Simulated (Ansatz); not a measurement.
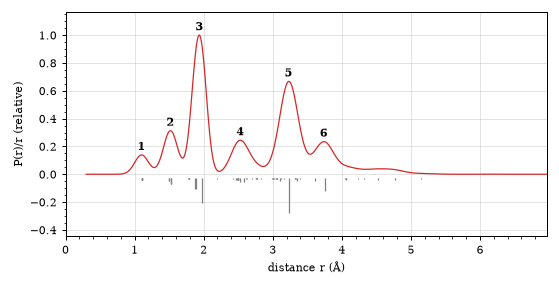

Simulated gas electron diffraction: radial distribution curve of C₂H₉AsSi. Each pair of atoms contributes with weight ZᵢZⱼ/r (bars below the curve); damping constant 0.002 Å²; vibrational amplitudes assumed, not computed: 0.05 Å for bonds, 0.078 Å for bonds to H, 0.06 + 0.015 r up to 0.15 Å for other pairs. The geometry is the end point of an optimisation (Ansatz, RKS PBE0-D4/def2-SVP); it may be a saddle point or a higher isomer. SMILES: C[SiH2]C[AsH2].

Q: Assign the numbered peaks of the radial distribution curve (– bonded, ··· not bonded).

A: Peak 1, 1.10 Å: C–H 1.10 Å (×5)
Peak 2, 1.52 Å: Si–H 1.50 Å (×2), As–H 1.53 Å (×2)
Peak 3, 1.94 Å: Si–C 1.88–1.89 Å (×2), As–C 1.98 Å, not resolved
Peak 4, 2.53 Å: Si···H 2.47–2.50 Å (×5), As···H 2.53–2.58 Å (×2), C···H 2.62–2.77 Å (×6), not resolved
Peak 5, 3.23 Å: As···Si 3.23 Å
Peak 6, 3.74 Å: As···H 3.62 Å, As···C 3.75 Å, not resolved; in its flanks As···H 4.07 Å
